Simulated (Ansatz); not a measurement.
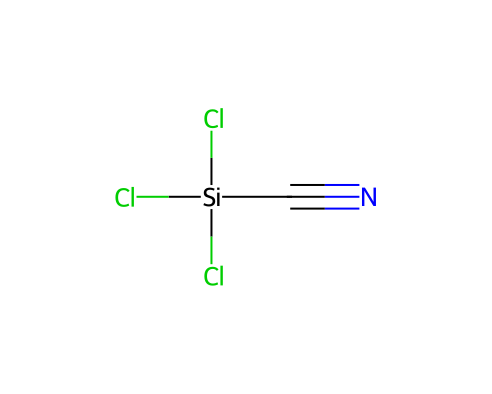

The computed structure is the end point of a PBE-D4/def2-SVP optimisation. No frequency run is at hand to confirm it as a minimum. Method: RKS PBE-D4/def2-SVP (Ansatz 0.2.0).

### Give the dipole moment at this level.

2.17 D.
